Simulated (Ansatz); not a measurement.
AlH₃N₂ (SMILES N#[N+][AlH3-])

```xyz
6

Al    0.6700   -0.7837    1.7301
N    -2.4181   -0.0216    1.1237
N    -1.3747   -0.2793    1.3287
H     1.1373    0.7206    1.9384
H     0.3375   -1.6783    3.0004
H     0.9099   -1.4856    0.3251
```

Geometry: r2SCAN-D4/def2-TZVP.

Theory: Ansatz 0.2.0, isolated molecule in a Gaussian basis; Kohn-Sham density functional theory, functional PBE0.

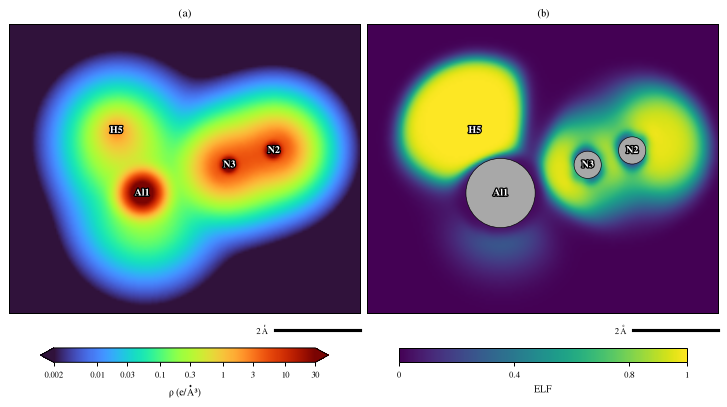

Figure 1. (a) electron density; (b) electron localisation function on the plane of atoms N3, Al1 and H5. Grey discs cover the atomic cores in the ELF map.

Question: Describe what can be read from this map.

Answer: The section cuts through Al, N and H sites.
N–N (1.09 Å): ρ is about 4.8 e/Å³ halfway; the ELF peaks at about 0.85 between the atoms: a short, multiple covalent bond.
Al–N (2.14 Å): the density is about 0.32 e/Å³ at the midpoint; the ELF peaks at about 0.95 in the valence shell of N, 0.7 Å from its nucleus, and is about 0.55 at the midpoint.
Al–H (1.59 Å): ρ at the midpoint is about 0.54 e/Å³; the ELF climbs to about 1 towards the hydrogen.
The ELF also peaks beside N2, away from the bonds: lone-pair regions.

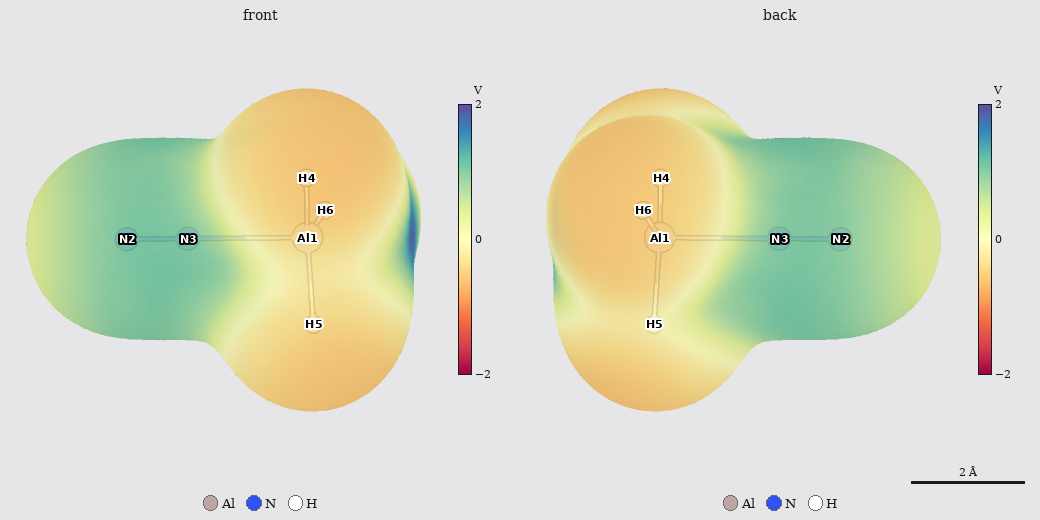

Figure 2. The molecular electrostatic potential painted on the density surface at 0.001 e/bohr³, seen from the front and from behind; red is negative and blue positive.

Question: Which sites attract a positive test charge, and which a negative one?

Answer: A positive charge is drawn to the negative regions and a negative charge to the positive ones. The most negative region (about −0.6 V) lies over H4, H5 and H6, the most positive (about +1.7 V) over Al1.

Question: How polar is the molecule by this calculation?

Answer: Its dipole moment is 1.94 D.

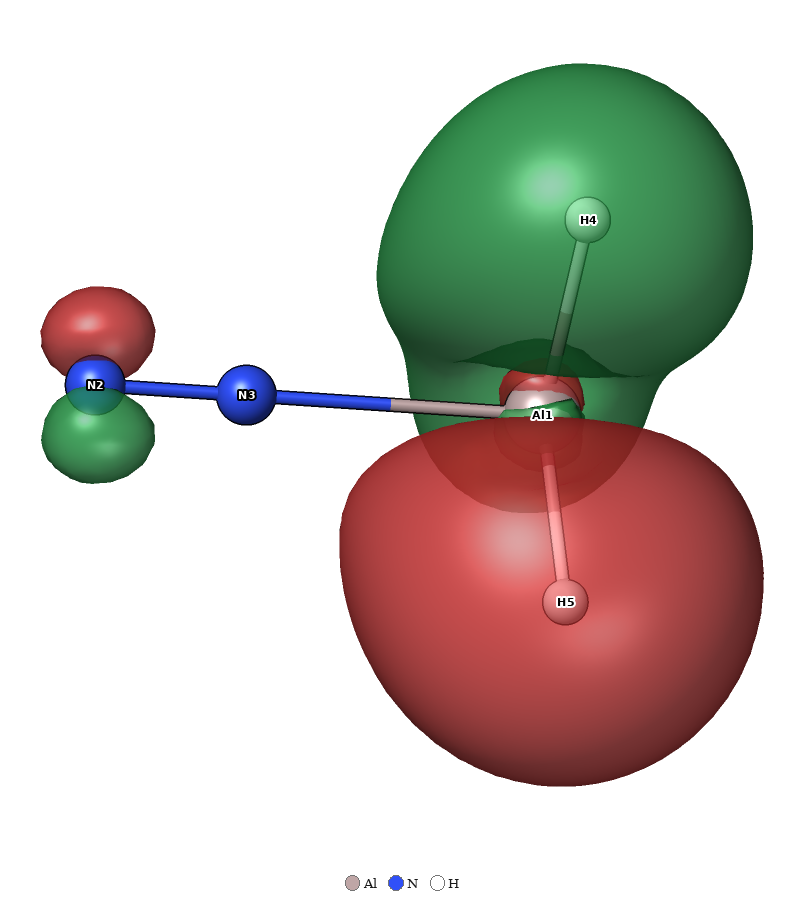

Figure 3. The HOMO at ±0.08 Å⁻³ᐟ² (green and red are the two phases), seen at a tilt.

Question: Where does this orbital lie, and at what energy?

Answer: It lies mainly on H5 (about 40 %), Al1 (about 35 %) and H4 (about 20 %). It is one of a degenerate set, so its orientation is arbitrary. Its energy is −8.27 eV.
